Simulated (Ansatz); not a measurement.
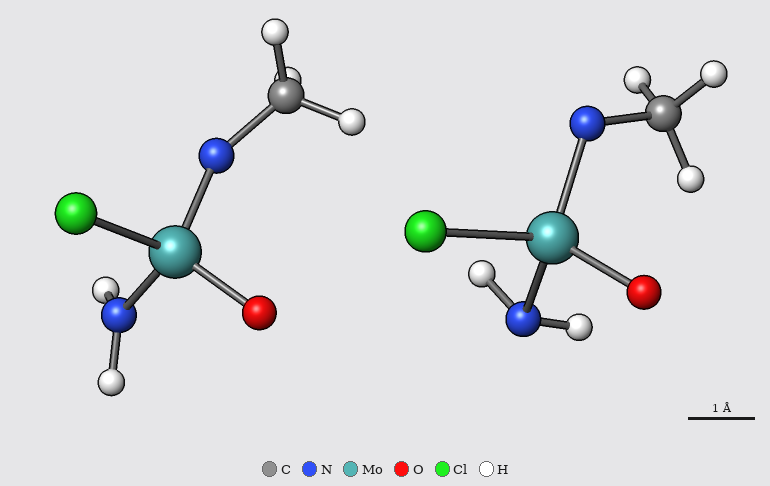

Two geometries of CH₅ClMoN₂O (coarse preliminary run), drawn at one scale. One is the start of a relaxation, the other its converged end. The picture is a ball-and-stick view, seen from a free direction.

Level of theory: RKS PBE-D4/def2-SVP in Ansatz. (force threshold 0.03 eV/Å; at most 200 steps)

Q: Which of the two is the end point?

A: The left one is the relaxed one. The start comes from a force field. The energy falls by 236.2 kJ/mol in 20 accepted moves (22 points after the start). The largest force component goes from 5 to 0.012 eV/Å. The line search rejected the trial steps at points 14, 19 of the run. The forces were under the threshold at step 13, but the run went on from there. The largest move after the best rigid fit is that of an H atom, 1.60 Å. Largest moves by element: H 1.60 Å, N 0.70 Å, Cl 0.60 Å, O 0.59 Å, Mo 0.37 Å, C 0.35 Å. Near-neighbour distances that change, for instance: H–Mo 2.832 → 3.401 Å, Mo–N 2.190 → 1.938 Å, Mo–N 1.890 → 1.745 Å, Mo–O 1.835 → 1.703 Å. Among the angles between lasting bonds that change: C–N–Mo 119.4° → 152.2°, Mo–N–H 101.9° → 126.0°, Mo–N–H 107.6° → 121.9°. Groups turn about Mo–N by about 70°. The run took roughly 110 core-seconds on a shared host.
